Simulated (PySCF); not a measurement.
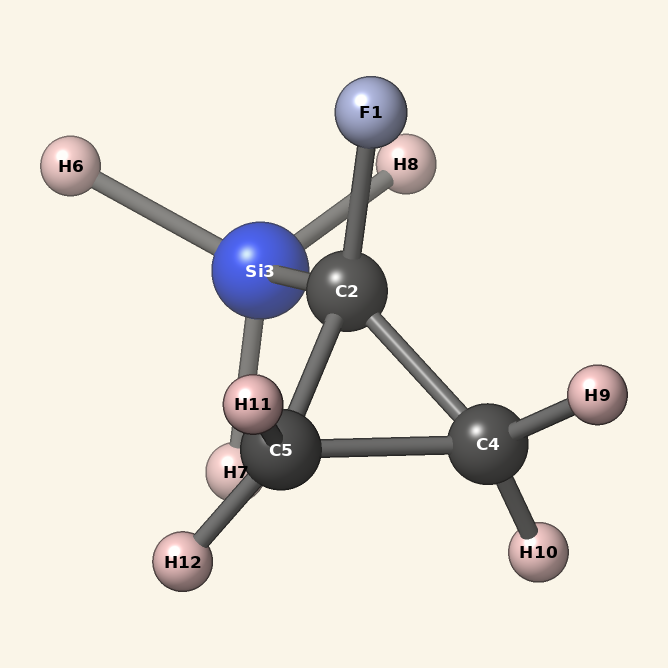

Si3 lies behind C2. The molecule seen a little off the C2–Si3 bond, C2 in front. Atoms fade into the background with distance from the viewer. The computed structure is the end point of a PBE0-D3(BJ)/def2-SVP optimisation. No frequency run is at hand to confirm it as a minimum.

### What is the torsion angle F1–C2–Si3–H6? The sign is positive where the front bond must turn clockwise to cover the back bond.

−59°, synclinal (gauche).
